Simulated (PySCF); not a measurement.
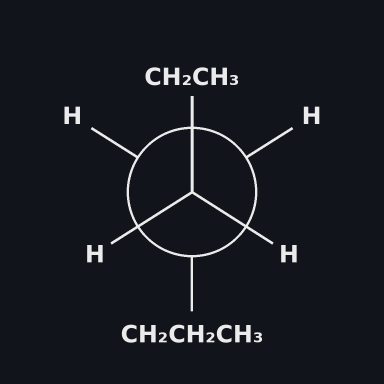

A Newman projection along the C–C bond, carbon in front; angles are drawn as computed, but eclipsed bonds slightly apart. The computed structure is the end point of a PBE0-D3(BJ)/def2-SVP optimisation. No frequency run is at hand to confirm it as a minimum.

Q: Which molecule is it?

A: C7H16, CCCCCCC

Q: What is the torsion angle from the front CH2CH3 to the back CH2CH2CH3? The sign is positive where the front bond must turn clockwise to cover the back bond.

A: 180°, antiperiplanar (anti). The conformation about this bond is staggered.
